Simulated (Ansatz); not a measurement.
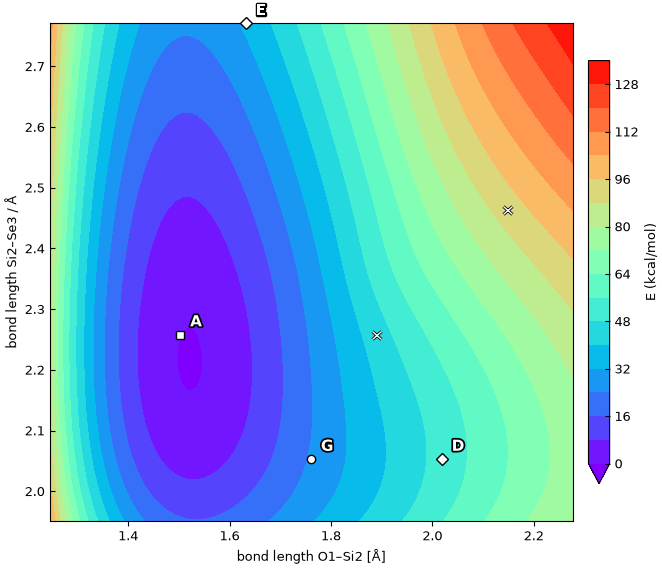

HOSeSi, SMILES O=[SiH][Se], spin multiplicity 2. The first coordinate is: bond length O1–Si2; the second: bond length Si2–Se3. Nothing is relaxed (all other coordinates rigid). The grid has 9 × 9 points. At 2 points there is no value. Points are written as (first, second). Energies are in kcal/mol, from the lowest grid point. In part of the range the unrestricted reference is strongly spin-contaminated. Computed with UKS PBE0-D4/def2-TZVP in Ansatz 0.2.0.

In the figure: filled contours, crosses at grid points without a value, lettered points. Between grid points the surface is interpolated.

> Is G the lowest point of the computed grid?

No. G lies 25 kcal/mol above the lowest grid point, which is at (1.503 Å, 2.258 Å).

> Rank the lettered points by energy, lowest first.

A (0 kcal/mol), G (25 kcal/mol), E (33 kcal/mol), D (51 kcal/mol).
